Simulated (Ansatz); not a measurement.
# C2HCl3Zr: what the fields show

Input file:

```
crystal:
  periodic: [false, false, false]
  atoms:
    - { symbol: C, position_ang: [1.94942, -1.31455, 0.26998] }
    - { symbol: C, position_ang: [0.90514, -0.71261, 0.16531] }
    - { symbol: Zr, position_ang: [-0.86056, 0.52831, -0.09712] }
    - { symbol: Cl, position_ang: [-2.78734, -0.52681, -0.68139] }
    - { symbol: Cl, position_ang: [-0.62061, 2.10606, -1.71666] }
    - { symbol: Cl, position_ang: [-1.45532, 1.75281, 1.72269] }
    - { symbol: H, position_ang: [2.86927, -1.83322, 0.33719] }
basis:
  gaussian: { orbitals: def2-SVP }
hamiltonian:
  xc: pbe0
relax:
  f_tol: 0.02
  max_steps: 50
output:
  orbitals: {}
```

Run with:

```sh
ansatz run input.yaml --threads 2 --pin off --max-ram 3072MiB --backend cpu --events-out ev --progress --plain --runs-dir out
```

The fields are those of the relaxed geometry.

Core potentials replace the inner electrons of Zr.

These are results of RKS PBE0/def2-SVP in Ansatz, not measurements.

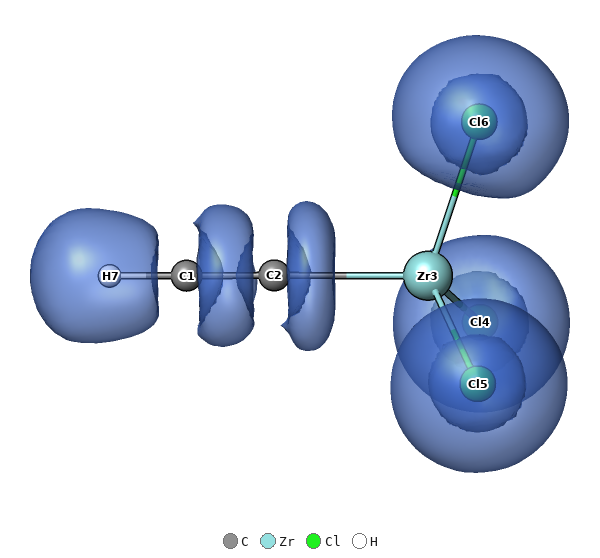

Figure 1. Isosurface of the ELF at 0.75 (blue), seen across its widest extent. Only the valence region is drawn (cores and ρ < 0.01 e/Å³ removed).

Question: Identify the bonds, lone pairs and shells in this picture.

Answer: The ELF exceeds this value in one region between bonded C–C atoms (shared pairs), one region around a hydrogen nucleus, one lobe of the valence shell of C pointing towards Zr and three regions wrapped around Cl (the valence shell of each). Profiles from the grid: C–C (1.23 Å): the ELF peaks at about 0.85 between the atoms (a multiple bond). C–Zr (2.15 Å): the ELF peaks at about 0.95 in the valence shell of C, 0.7 Å from its nucleus, and is about 0.40 at the midpoint.

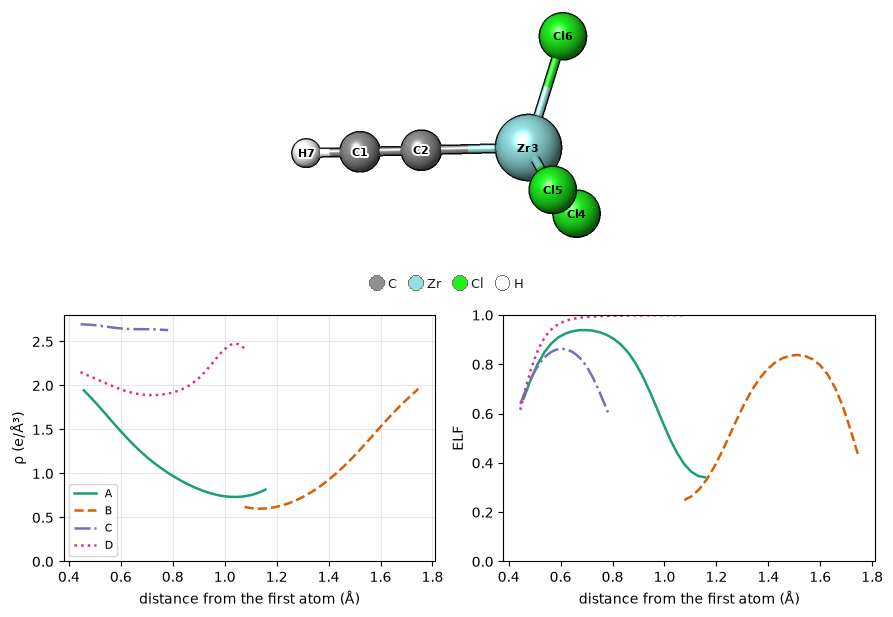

Figure 2. Electron density and ELF along straight lines between neighbouring atoms. The curves leave out the atomic cores. The structure is drawn too.

Question: Which curve belongs to which contact (C–C, C–H, C–Zr and Zr–Cl)? The first atom named is at distance zero.

Answer: Curve A: C–Zr (2.15 Å): ρ is about 0.74 e/Å³ halfway; the ELF peaks at about 0.95 in the valence shell of C, 0.7 Å from its nucleus, and is about 0.40 at the midpoint. Curve B: Zr–Cl (2.33 Å): ρ at the midpoint is about 0.6 e/Å³; the ELF peaks at about 0.85 in the valence shell of Cl, 0.8 Å from its nucleus, and is about 0.35 at the midpoint. Curve C: C–C (1.23 Å): ρ at the midpoint is about 2.6 e/Å³; the ELF peaks at about 0.85 between the atoms: a multiple bond. Curve D: C–H (1.08 Å): ρ at the midpoint is about 2 e/Å³; the ELF climbs to about 1 towards the hydrogen, as it does in any bond to H (an ordinary covalent bond to hydrogen).
